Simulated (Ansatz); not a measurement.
## A computed series for Zr3N4: pressure series

Start from Zr3N4 (space group I-43d, No. 220; a = 6.703 Å).

Cell and atoms are relaxed at each pressure.

Level of theory: Ansatz (a program for electronic structure) PBEsol, scalar-relativistic without spin-orbit coupling.

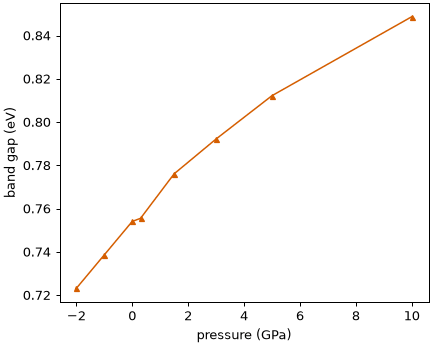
Fig. 1. Band gap against pressure

Task: From the plot, what is the band gap for pressure −1 GPa?

Result: About 0.74 eV.

Task: Is the trend monotonic over the range shown?

Result: Yes, it rises throughout, spanning 0.72 eV to 0.85 eV.

Load acts through the strain it causes; cell and atoms are relaxed under it. No phonon test of stability was made. No other phases were tried under pressure.
